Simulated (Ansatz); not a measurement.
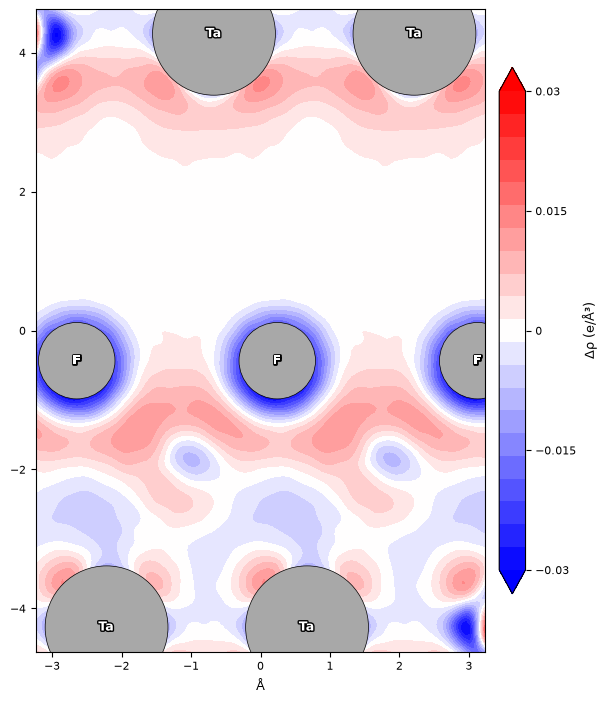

TaF. Difference of the valence pseudo-densities of two functionals at the same geometry, on the (100) plane of the calculation cell: PBE less r2SCAN.

Both computed with Ansatz (plane waves, PAW), on the same k-point mesh. Grey discs cover the atomic cores.

```
Ta F
1.0
     2.44678   -1.52957    0.00961
     2.44678    1.52957    0.00961
    -1.61315    0.00000    8.49506
Ta F
2 2
Direct
  0.82287 0.82287 0.14011
  0.17713 0.17713 0.85989
  0.21913 0.21913 0.31031
  0.78087 0.78087 0.68969
```

> What does the difference map show?

Against r2SCAN, PBE gives more density around Ta (+0.005 e/Å³ on average at 1.2 Å from the nucleus) and less density around F (−0.013 e/Å³ on average at 0.7 Å from the nucleus).
